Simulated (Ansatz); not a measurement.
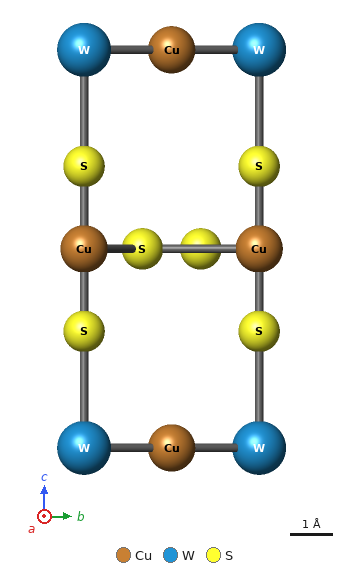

Crystalline Cu$_{4}$WS$_{4}$ (a generated structure, set up in P6/mmm) (coarse preliminary run), before the relaxation. Style: ball-and-stick. Shown: the cell of the calculation, along the a axis.

The calculation used Ansatz 0.2.0, DFT PBE, scalar-relativistic, plane waves, PAW.

Input file:
```yaml
crystal:
  lattice:
    - [4.81428363, 0.0, 0.0]
    - [-2.40714181, 4.16929192, 0.0]
    - [0.0, 0.0, 9.48109853]
  atoms:
    - { symbol: Cu, position: [0.5, 0.0, 0.0], spin: 1.0 }
    - { symbol: Cu, position: [0.0, 0.5, 0.0], spin: 1.0 }
    - { symbol: Cu, position: [0.5, 0.5, 0.0], spin: 1.0 }
    - { symbol: Cu, position: [0.0, 0.0, 0.5], spin: 1.0 }
    - { symbol: W, position: [0.0, 0.0, 0.0] }
    - { symbol: S, position: [0.0, 0.0, 0.29283987] }
    - { symbol: S, position: [0.0, 0.0, 0.70716013] }
    - { symbol: S, position: [0.33333333, 0.66666667, 0.5] }
    - { symbol: S, position: [0.66666667, 0.33333333, 0.5] }
basis:
  ecutwfc: 420
kpoints:
  mp_grid: { grid: [6, 6, 2] }
hamiltonian:
  xc: pbe
scf:
  occupations: { method: gaussian, width: 0.1 }
  lower_state_search: "off"
output:
  forces: true
  stress: true
  eigenvalues: true
  populations: true
magnetization:
  spin_polarized: true
relax:
  adjacent_minimum: "off"
  f_tol: 0.04
  max_steps: 70
  cell: { stress_tol: 0.4 }
```

Command:
```bash
ansatz run input.yaml --threads 1 --pin off --max-ram 2560MiB --backend cpu --events-out ev --progress --plain --runs-dir out
```

### Where does the relaxation end?

The largest moves relative to the cell, 0.38 Å, are those of S6 and S7. S6 goes along −c. Cu and W stay in place. Cell: a = b 4.814 → 4.945 Å (+2.7 %), c 9.481 → 8.832 Å (−6.8 %). Volume −1.7 %. Some distances before and after: W5–S6 2.776 → 2.203 Å, Cu4–S6 1.964 → 2.213 Å, Cu4–S8 2.780 → 2.855 Å, Cu1–W5 2.407 → 2.472 Å. The space group stays P6/mmm (No. 191). After 4 accepted moves (5 points after the start) the energy has fallen by 433 meV per atom. Largest force component: 6.2 eV/Å at the start, 0.014 eV/Å at the end. The pressure goes from 1.69 to 0.11 GPa. The SCF was repeated once at an unchanged geometry on a basis and grid sized afresh for the cell, which shifted the energy by 0.1 meV per atom at most. The program noted that the starting moments weren't kept.

The structure at the end:

```
CELL_PARAMETERS angstrom
4.94482 0.00000 0.00000
-2.47241 4.28234 0.00000
0.00000 0.00000 8.83229
ATOMIC_POSITIONS crystal
Cu 0.50000 0.00000 0.00000
Cu 0.00000 0.50000 0.00000
Cu 0.50000 0.50000 0.00000
Cu 0.00000 0.00000 0.50000
W 0.00000 0.00000 0.00000
S 0.00000 0.00000 0.24942
S 0.00000 0.00000 0.75058
S 0.33333 0.66667 0.50000
S 0.66667 0.33333 0.50000
```

After the run, drawn alike:

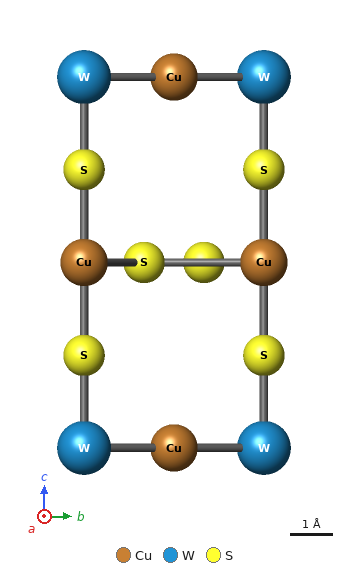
